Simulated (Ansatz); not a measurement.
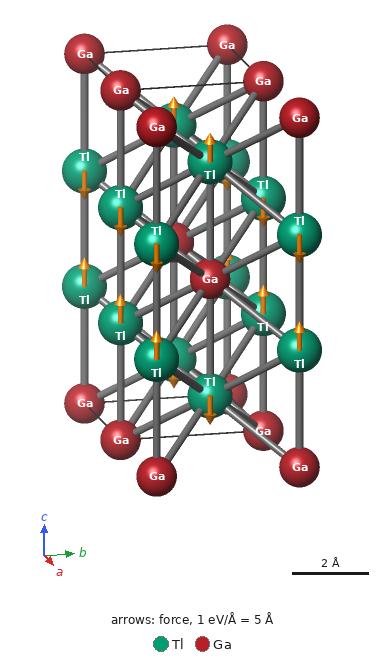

Starting geometry of a crystal of Tl2Ga (built on the MoSi2 (C11b)_139 type) (coarse preliminary run) with the computed forces as orange arrows. The picture is a ball-and-stick view of the conventional cell (2 times the calculation's cell), repeated 2 × 1 × 1 with one cell outlined, seen slightly off an axis. Lengths and directions refer to the drawn axes.

Case: MoSi2 (C11b) type (I4/mmm, No. 139).

Computed with DFT PBE, scalar-relativistic, plane waves, PAW in Ansatz 0.2.0.

The input:
```yaml
crystal:
  lattice:
    - [-1.9527425796, 1.9527425796, 4.7903216405]
    - [1.9527425796, -1.9527425796, 4.7903216405]
    - [1.9527425796, 1.9527425796, -4.7903216405]
  atoms:
    - { symbol: Tl, position: [0.665, 0.665, 0.0] }
    - { symbol: Tl, position: [0.335, 0.335, 0.0] }
    - { symbol: Ga, position: [0.0, 0.0, 0.0] }
basis:
  ecutwfc: 420
kpoints:
  mp_grid: { grid: [6, 6, 6] }
hamiltonian:
  xc: pbe
scf:
  occupations: { method: gaussian, width: 0.1 }
  lower_state_search: "off"
output:
  forces: true
  stress: true
  eigenvalues: true
relax:
  adjacent_minimum: "off"
  f_tol: 0.04
  max_steps: 70
  cell: { stress_tol: 0.4 }
```

Command:
```bash
ansatz run input.yaml --threads 1 --pin off --max-ram 2560MiB --backend cpu --events-out ev --progress --plain --runs-dir out
```

Q: What follows when this structure is relaxed?

A: It isn't relaxed: the largest force vector, on Tl atoms, is 0.16 eV/Å. The atoms end up moving mostly along the starting forces (cosine between the two patterns 1.00). The largest moves relative to the cell, 0.14 Å, are those of Tl1 and Tl2. Tl2 goes along +c. Ga stays in place. Cell: a = b 3.905 → 3.753 Å (−3.9 %), c 9.581 → 11.712 Å (+22.2 %). Volume +12.9 %. Near-neighbour distances that change, for instance: Tl1–Ga3 3.210 → 4.061 Å, Tl1–Tl2 3.162 → 3.590 Å, Tl1–Tl2 (another image) 3.206 → 3.490 Å, Tl1–Ga3 (another image) 3.182 → 3.204 Å. The space group stays I4/mmm (No. 139). Over 7 accepted moves (9 points after the start) the energy falls by 94.5 meV per atom. The largest force component goes from 0.16 to 0.0095 eV/Å. Pressure: 5.84 GPa at the start and −0.02 GPa at the end. At 2 points the geometry stayed and the basis and grid were re-selected for the new cell (energy shift of 2.8 meV per atom at most each time). The run took 32 s on 1 thread of Intel(R) Xeon(R) Platinum 8375C CPU @ 2.90GHz (Ice Lake) (shared host), peak memory 0.43 GiB.
